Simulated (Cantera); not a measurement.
Charge: 1 mol SiC, a varied amount of O₂, 800 mol H₂, 0.27 mol H₂O, at 1998.15 K and 0.0740 bar.

Method: chemical equilibrium by Gibbs-energy minimisation in Cantera with the NASA 1993 tables (ideal gas, pure condensed phases). Candidate condensed phases: C, C₆H₆, C₇H₈, C₈H₁₈, H₂O, Si, SiC, SiO₂; 123 gas species. Gases not in the tables: Si₂H₆ and higher silanes. Rates play no part.

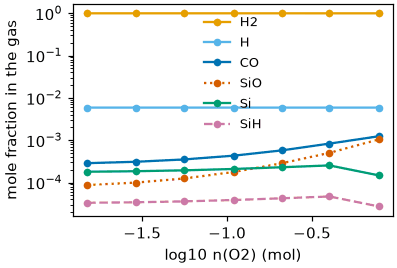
Figure: Equilibrium gas composition (values under 1e-9 drawn at 1e-9)

Read off the mole fractions at 0.78 mol O₂.

H₂ about 0.99, H about 0.0059, CO about 0.0012, SiO about 0.0010, Si about 0.00015, SiH about 2.7e-5.
